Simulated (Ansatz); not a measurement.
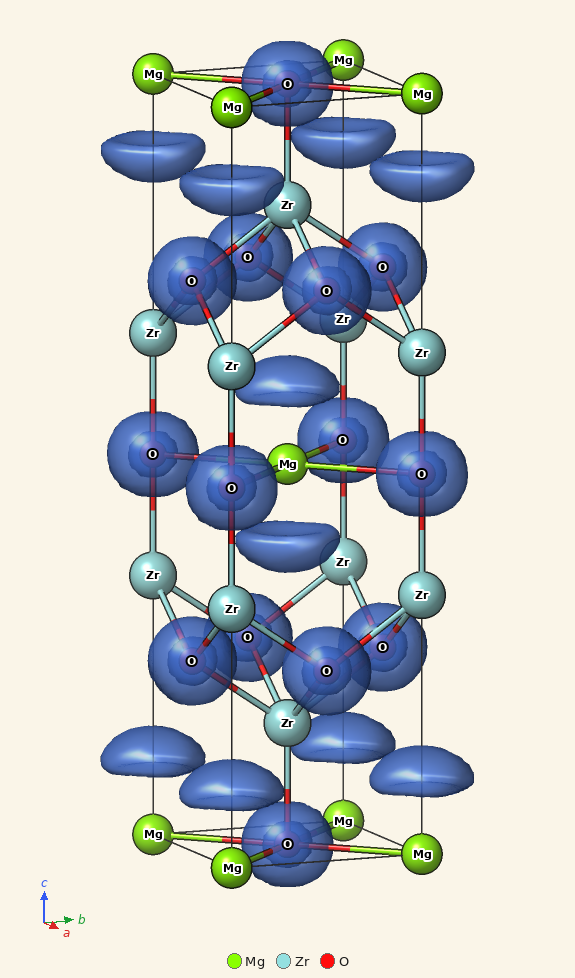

MgZr2O3. Isosurface of the electron localisation function at 0.75 (blue), seen slightly off an axis. Only the valence region is drawn (cores and ρ < 0.01 e/Å³ removed). Sticks mark near contacts.

Space group I4/mmm; a structure from a database of computed crystals, not necessarily the ambient phase; a generated structure, not necessarily the stable one.

All numbers below come from Ansatz 0.2.0, DFT PBE, scalar-relativistic, plane waves, PAW.

In a PAW calculation such maps are meaningful between the atoms, not at the nuclei.

Input file:

```
crystal:
  lattice:
    - [-1.7910563946, 1.7910563946, 6.699925133]
    - [1.7910563946, -1.7910563946, 6.699925133]
    - [1.7910563946, 1.7910563946, -6.699925133]
  atoms:
    - { symbol: Mg, position: [0.0, 0.0, 0.0] }
    - { symbol: Zr, position: [0.6595334547, 0.6595334547, 0.0] }
    - { symbol: Zr, position: [0.3404665453, 0.3404665453, 0.0] }
    - { symbol: O, position: [0.75, 0.25, 0.5] }
    - { symbol: O, position: [0.5, 0.5, 0.0] }
    - { symbol: O, position: [0.25, 0.75, 0.5] }
basis:
  ecutwfc: 420
kpoints:
  mp_grid: { grid: [12, 12, 12] }
hamiltonian:
  xc: pbe
scf:
  occupations: { method: gaussian, width: 0.1 }
output:
  forces: true
  stress: true
  eigenvalues: true
  write_density: true
  write_potential: true
  elf: true
  volumetric_format: npy
relax:
  adjacent_minimum: "off"
  f_tol: 0.01
  max_steps: 80
  cell: { stress_tol: 0.05 }
```

Run with:

```sh
ansatz run input.yaml --threads 1 --pin off --max-ram 2560MiB --backend cpu --events-out ev --progress --plain --runs-dir out
```

Below, planes, directions and counts refer to the conventional cell (a = 3.58 Å, b = 3.58 Å, c = 13.42 Å, α = 90.00°, β = 90.00°, γ = 90.00°).

The fields are those of the relaxed geometry.

Q: Where are the electrons localised?

A: At this value the surface marks out six regions wrapped around O (the valence shell of each) and four pockets between the atoms, centred on no nucleus (multi-centre or interstitial), counted in one cell of 12 atoms. Regions shared between cells count once. Along the contacts the grid gives the following. Zr–O (2.14 Å): the ELF peaks at about 0.85 in the valence shell of O, 0.6 Å from its nucleus, and drops to about 0.20 between the two atoms (no localised pair shows between them). Mg–O (2.53 Å): the ELF is about 0.20 at the midpoint; no shared electron pair shows on this line.
